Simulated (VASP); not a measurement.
Band structure of ScGa3 (space group Pm-3m). All values below come from PBEsol GGA, VASP's PBE PAW potentials (set 64) (plane waves; VASP).

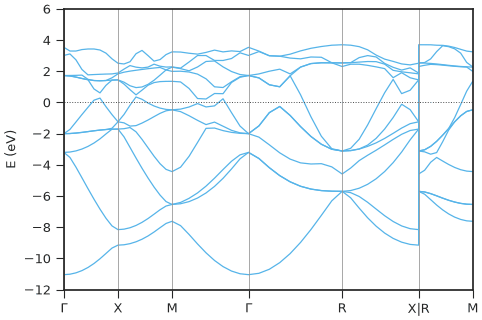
*Bands along high-symmetry lines, zero at the valence-band maximum or, without a gap, the Fermi level*

Problem. Read the plot: is there a gap, and where are the band edges?

Solution. It has no gap at this level: it comes out as a metal or semimetal.

The structure comes from a computed database's ScGa3 entry; how it stands against other phases isn't given here. The cell was not relaxed at this level.
